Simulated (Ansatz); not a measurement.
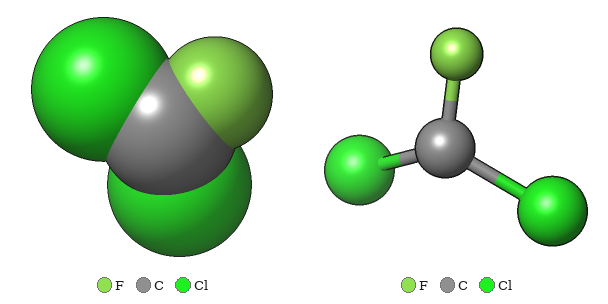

Both panels show the same species.

State: neutral, doublet. The computed structure is the end point of a PBE0-D4/def2-TZVP optimisation.

> Count the atoms of each element.

CCl2F, 4 atoms: 1 carbon, 2 chlorine and 1 fluorine.

> How many bonds of each kind are drawn?

2 C–Cl, 1 C–F.

> Name some functional groups or characteristic bonds that it holds.

Among them: C–F bond, C–Cl bond.

> How many atoms are distinct by symmetry?

3: 1 F, 1 C, 2 Cl.

> Write the SMILES.

F[C](Cl)Cl

More results for the same structure follow; atom numbers are the same in all pictures, views and colours differ.

**Vibrations**

Harmonic vibrations computed with UKS PBE0-D4/def2-TZVP (Ansatz 0.2.0) at a stationary point of the same level.

> How many vibrational modes are there, and where do they lie?

6 modes: 285, 387, 462, 611, 941, 1200 cm⁻¹.

**Dipole moment**

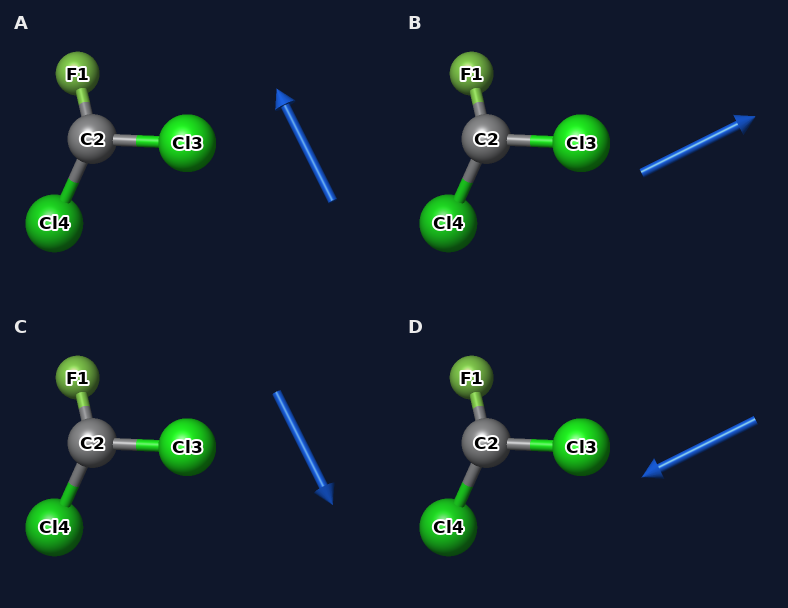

The same molecule four times, each with an arrow. Properties computed with UKS ωB97M-V/def2-TZVPP (Ansatz 0.2.0).

> Which arrow points along the dipole moment, from the negative to the positive end?

C. The dipole moment is 0.45 D; it points from the side of F1 to the side of Cl3, Cl4 (the outermost atoms at the two ends).

**Charges**

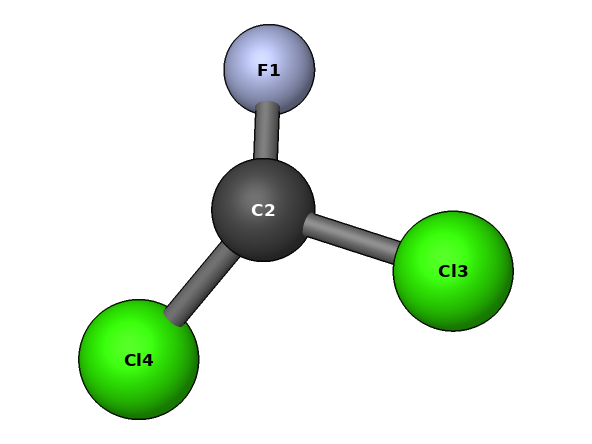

The questions are on Mulliken charges. Properties computed with UKS PBE-D4/def2-TZVPP (Ansatz 0.2.0).

List the Mulliken charges.

```csv
atom,value (e)
F1,−0.09
C2,0.12
Cl3,−0.02
Cl4,−0.02
```

**Thermal motion**

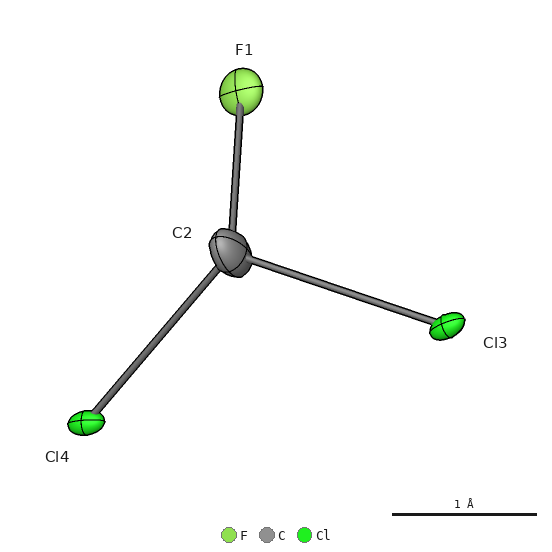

Displacement ellipsoids at the 50 % level, enlarged 2 times, from the internal vibrations of the free molecule (harmonic, no overall translation or rotation; no half-axis is drawn under 0.075 Å). Vibrations computed with UKS PBE0-D4/def2-TZVP (Ansatz 0.2.0). Temperature: 600 K.

> Which atom has the largest mean-square displacement?

C2, with U_eq = 0.0029 Å².

List U_eq and the three principal root-mean-square amplitudes for each kind of atom.

```tsv
atom	U_eq (Å²)	rms amplitudes (Å)
F1	0.0021	0.015, 0.053, 0.056
C2	0.0029	0.041, 0.051, 0.067
Cl3, Cl4	0.0010	0.007, 0.028, 0.046
```

Mulliken values depend strongly on the basis set and can even reverse the polarity of a bond.
